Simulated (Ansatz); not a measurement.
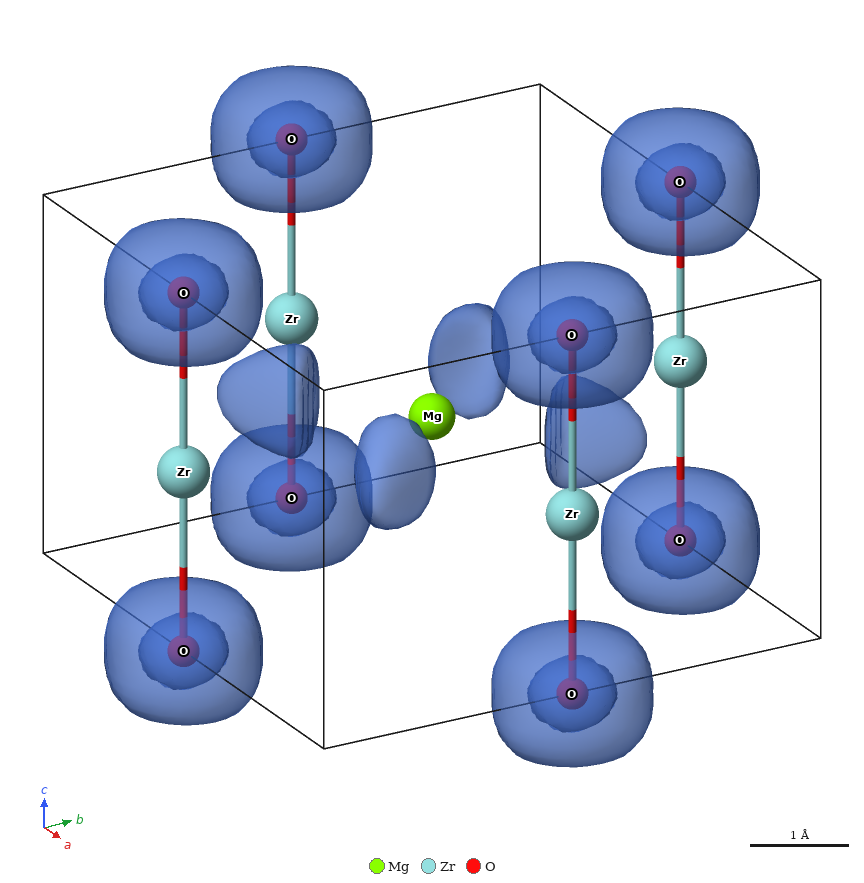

Figure 1: MgZr$_{2}$O$_{2}$. Isosurface of the electron localisation function at 0.75 (blue), seen at an oblique angle. Only the valence region is drawn (cores and ρ < 0.01 e/Å³ removed). Sticks mark near contacts.

Space group P4/mmm; a structure generated by program, which may or may not match a known phase.

Computed with Ansatz, DFT PBE, scalar-relativistic, plane waves, PAW.

Core electrons are frozen (PAW), and the valence fields are smoothed inside the atomic spheres.

```yaml
crystal:
  lattice:
    - [5.83875, 0.00000, 0.00000]
    - [0.00000, 5.83875, 0.00000]
    - [0.00000, 0.00000, 3.99021]
  atoms:
    - { symbol: Mg, position: [0.50000, 0.50000, 0.50000] }
    - { symbol: Zr, position: [0.00000, 0.50000, 0.50000] }
    - { symbol: Zr, position: [0.50000, 0.00000, 0.50000] }
    - { symbol: O, position: [0.00000, 0.50000, 0.00000] }
    - { symbol: O, position: [0.50000, 0.00000, 0.00000] }
```

> Describe the localisation domains.

At this value the surface marks out two regions wrapped around O (the valence shell of each) and four pockets between the atoms, centred on no nucleus (multi-centre or interstitial), counted in one cell of 5 atoms. Any copies at cell faces, edges or corners count once. Along the contacts the grid gives the following. Zr–O (2.00 Å): the ELF peaks at about 0.85 in the valence shell of O, 0.6 Å from its nucleus, and drops to about 0.25 between the two atoms (no shared electron pair shows on this line). Mg–Zr (2.92 Å): the ELF is about 0.40 at the midpoint.
